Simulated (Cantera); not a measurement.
Feed: 1 mol SiH2Cl2, 0.015 mol C2H2, 8 mol H2, held at 0.170 bar.

Method: chemical equilibrium by Gibbs-energy minimisation in Cantera with the NASA 1993 tables (ideal gas, pure condensed phases). Candidate condensed phases: C, C6H6, C7H8, C8H18, Si, SiC; 109 gas species. Mutual solubility and eutectic melting of coexisting phases are not modelled. The tables' values for SiCl3, SiCl are old estimates; treat these amounts as uncertain. Gases not in the tables: Si2H6 and higher silanes. Rates play no part.

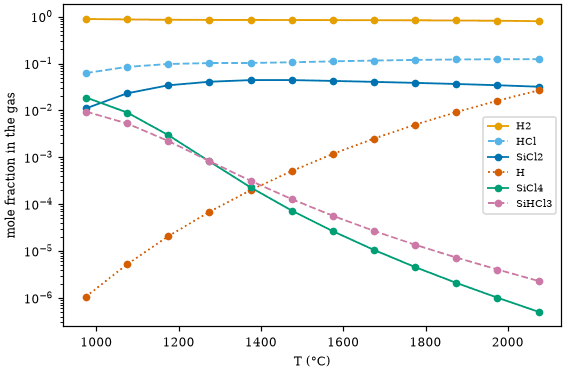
Fig. 1. Equilibrium gas composition (values under 1e-9 drawn at 1e-9)

From 975 °C to 1375 °C the condensed part is Si(s) + SiC(s). From 1475 °C to 2075 °C the condensed part is Si(l) + SiC(s). The main Si-bearing gas is SiCl4 at 975 °C and SiCl2 at 2075 °C. The share of Si in condensed phases is highest at 1875 °C (59.7 %) and lowest at 2075 °C (51.3 %).
